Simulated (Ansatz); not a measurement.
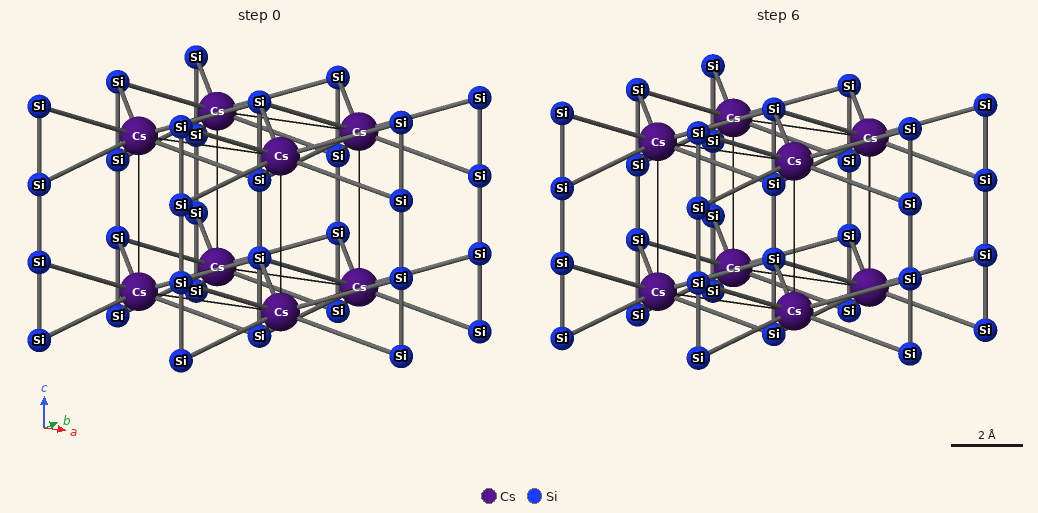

The structure of crystalline CsSi2 (a generated structure, set up in P-6m2) before (left) and after (right) a relaxation, at one scale.

A ball-and-stick model of the cell of the calculation, seen slightly off an axis.

The run lets cell and atoms move.

All numbers below come from Kohn-Sham DFT of a periodic cell, LDA, Ansatz PAW (Ansatz).

Input file:
```yaml
crystal:
  lattice:
    - [6.37157, 0.0, 0.0]
    - [-3.18578, 5.51794, 0.0]
    - [0.0, 0.0, 4.47866]
  atoms:
    - { symbol: Cs, position: [0.0, 0.0, 0.0] }
    - { symbol: Si, position: [0.66667, 0.33333, 0.25039] }
    - { symbol: Si, position: [0.66667, 0.33333, 0.74961] }
hamiltonian:
  xc: lda
  pseudopotentials: { kind: paw }
kpoints:
  mp_grid: { grid: [5, 5, 6] }
scf:
  occupations: { method: fermi_dirac, width: 0.05 }
output:
  forces: true
  stress: true
  eigenvalues: true
  write_density: true
  write_potential: true
  elf: true
  volumetric_format: npy
relax:
  f_tol: 0.01
  max_steps: 40
  cell: { stress_tol: 0.05 }
```

Command:
```bash
ansatz run input.yaml --threads 2 --pin off --max-ram 5632MiB --backend cpu --events-out ev --progress --plain --runs-dir out
```

> Describe what moved and what it gained.

Over 4 accepted moves (6 points after the start) the energy falls by 36.8 meV per atom. Largest force component: 0.17 eV/Å at the start, 0.0067 eV/Å at the end. Pressure: −1.45 GPa at the start and −0.04 GPa at the end. The line search rejected the trial step at point 2 of the run. At 1 point the geometry stayed and the basis and grid were re-selected for the new cell (energy shift of 0.2 meV per atom at most each time). The atoms keep their places relative to the cell (all moves are under 0.005 Å). Cell: a = b 6.372 → 6.124 Å (−3.9 %), c 4.479 → 4.311 Å (−3.8 %). Volume −11.1 %. Near-neighbour distances that change, for instance: Cs–Si 3.846 → 3.697 Å, Si–Si 2.243 → 2.157 Å. The space group stays P-6m2 (No. 187). Cost: 16 s on 2 threads of Arm Neoverse V2, on a shared host, peak memory 0.36 GiB.
